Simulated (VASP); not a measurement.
Band structure of AlAs (space group F-43m). Calculation: LDA (Ceperley-Alder, Perdew-Zunger), VASP's LDA PAW potentials (set 64) (plane waves; VASP 6.6.1).

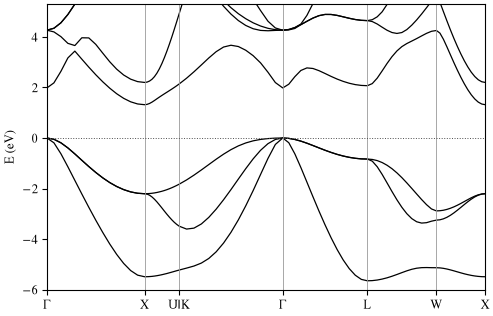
Figure: Bands along high-symmetry lines, zero at the valence-band maximum or, without a gap, the Fermi level

Task: Read the plot: is there a gap, and where are the band edges?

Result: The gap is indirect, 1.32 eV, from the valence maximum at Γ to the conduction minimum at X. (Edges off the drawn lines would not show.)

The structure comes from a computed database's AlAs entry (F-43m); how it stands against other phases isn't given here. It was relaxed first.
